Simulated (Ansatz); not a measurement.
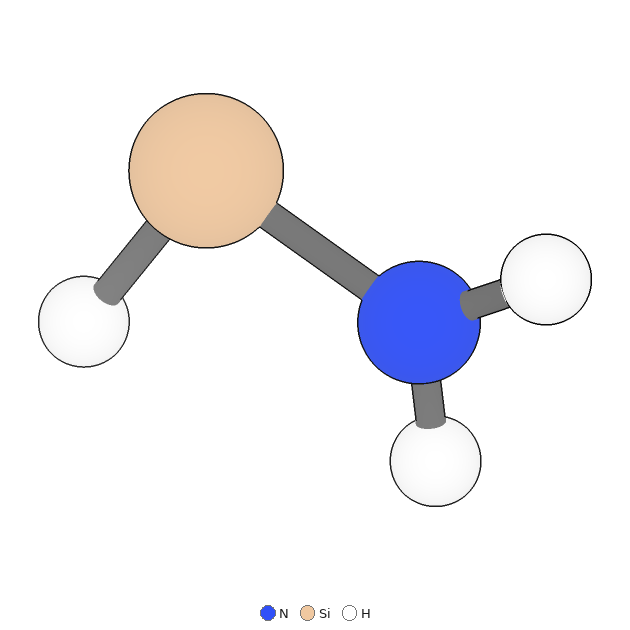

Rendered structure (ball-and-stick style).

The geometry was computed by an optimisation with PBE0-D4/def2-TZVP.

Identify the structure.

Formula H3NSi. Its SMILES string is `N[SiH]`. Among its groups: Si–H bond, Si–N bond. The point group is Cs. All atoms lie on one plane. Coordination: 1 N trigonal planar; 1 Si bent.

The parts below concern this one geometry. Atoms keep their numbers from picture to picture.

Shape

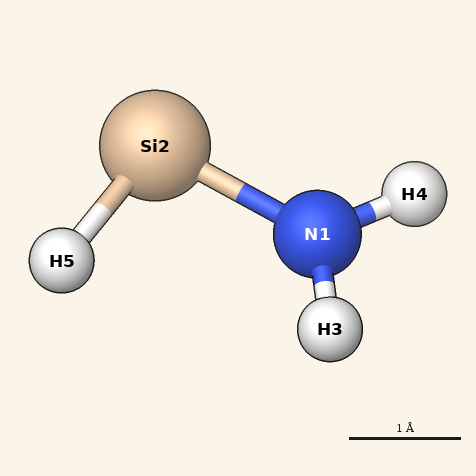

The atoms are numbered.

Which atoms are bonded, and how long are the bonds?

```tsv
bond	length (Å)	order
N1–Si2	1.707	single
N1–H3	1.008	single
N1–H4	1.008	single
Si2–H5	1.532	single
```

Electronic properties

Properties computed with RKS B97M-V/def2-TZVPP (Ansatz 0.2.0).

Predict the main results.

- HOMO energy (Kohn–Sham orbital): −5.55 eV
- LUMO energy (Kohn–Sham orbital): −2.19 eV
- HOMO–LUMO gap: 3.37 eV

Vibrations

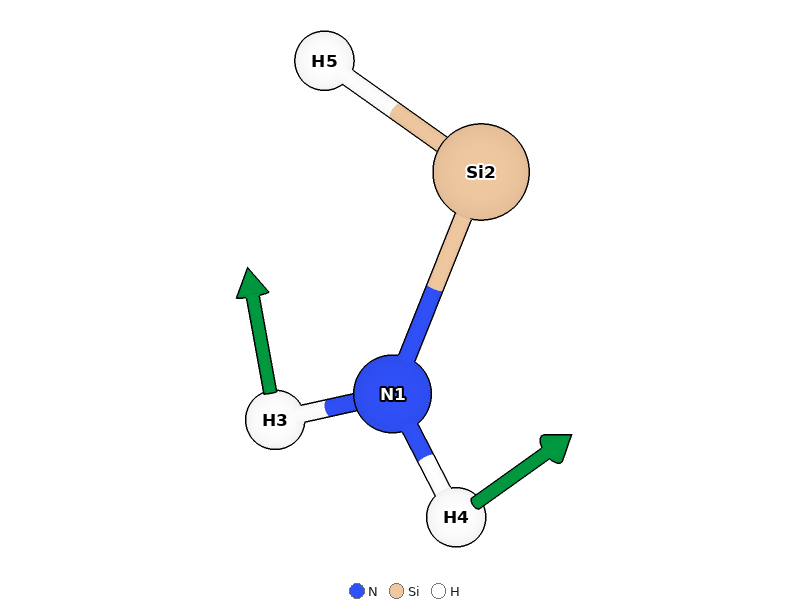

The arrows show one normal mode. Harmonic vibrations computed with RKS PBE0-D4/def2-TZVP (Ansatz 0.2.0) at a stationary point of the same level.

Describe the motion.

Mostly angle bending.

At what wavenumber does it lie?

1591 cm⁻¹; it is mode 6 of 9 counted from the lowest.

Thermal motion

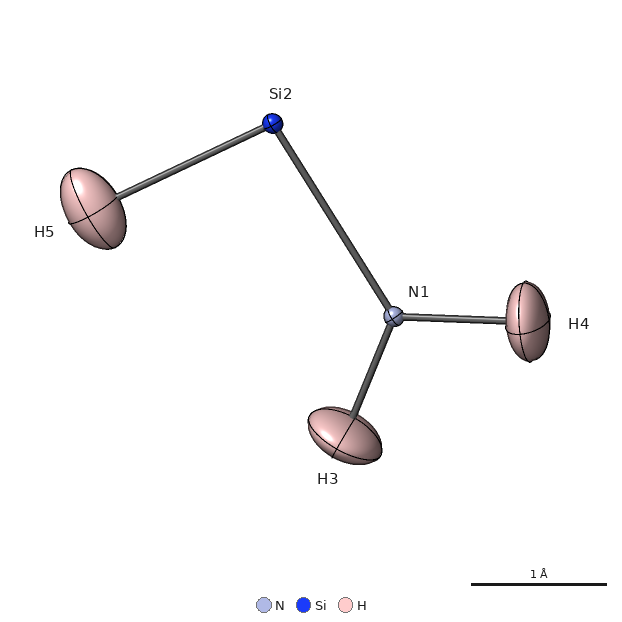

Displacement ellipsoids at the 50 % level, enlarged 1.5 times, from the internal vibrations of the free molecule (harmonic, no overall translation or rotation; no half-axis is drawn under 0.075 Å). Vibrations computed with RKS PBE0-D4/def2-TZVP (Ansatz 0.2.0). Temperature: 400 K.

Which atom moves most?

H3, with U_eq = 0.0149 Å².

Does H3 move more along its bond or across it?

Across it: the root-mean-square amplitude is 0.069 Å along the bond and up to 0.153 Å across, since bending and torsion are softer than stretching.

List U_eq and the three principal root-mean-square amplitudes for each kind of atom.

```
atom  U_eq (Å²)   rms amplitudes (Å)
  N1    0.00057  0.016, 0.023, 0.030
 Si2    0.00011  0.005, 0.006, 0.017
  H3     0.0149  0.068, 0.130, 0.153
  H4     0.0141  0.068, 0.127, 0.147
  H5     0.0127  0.090, 0.098, 0.143
```
